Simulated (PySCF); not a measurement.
System: C5H10OS2Si.

```xyz
19

C     4.5082   -0.0238   -0.6878
S     3.0123   -0.5816   -1.5590
C     1.7971   -0.1449   -0.3836
C     0.4897   -0.3061   -0.5639
Si   -0.7487    0.1954    0.7295
O    -2.0362   -0.7966    0.6207
C    -3.3013   -0.2128    0.7220
C    -3.3316    1.1120   -0.0247
S    -1.8159    2.0421    0.3794
H     4.4515    1.0485   -0.5255
H     5.3520   -0.2592   -1.3281
H     4.5981   -0.5538    0.2557
H     2.1990    0.2721    0.5262
H     0.1483   -0.7301   -1.4990
H    -0.2353    0.2704    2.0924
H    -4.0283   -0.9113    0.2973
H    -3.5398   -0.0494    1.7793
H    -4.1883    1.7157    0.2644
H    -3.3407    0.9530   -1.1028
```

Geometry: GFN2-xTB.

The calculation used PBE0/pcSseg-1, SCF density, gas phase, non-relativistic (PySCF 2.14.0).

### Predict the electron density and electron localisation function between the atoms.

C–C (1.33 Å): the density is about 2.3 e/Å³ at the midpoint; the ELF peaks at about 0.95 between the atoms (a short, multiple covalent bond).
C–S (1.75 Å): the density is about 1.4 e/Å³ at the midpoint; the ELF peaks at about 0.95 between the atoms (a covalent bond).
C–Si (1.86 Å): ρ is about 0.97 e/Å³ halfway; the ELF peaks at about 0.95 between the atoms, as expected for a shared electron pair.

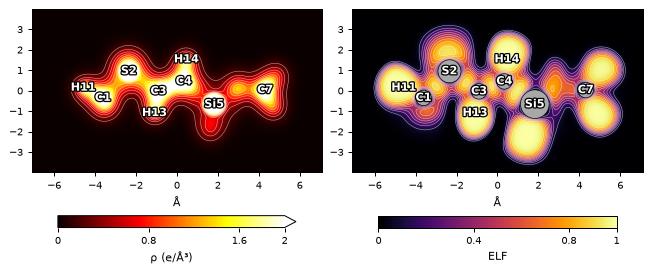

Computed electron density and electron localisation function on the plane of atoms C1, S2 and C3, in this order. Grey discs cover the atomic cores in the ELF map. 
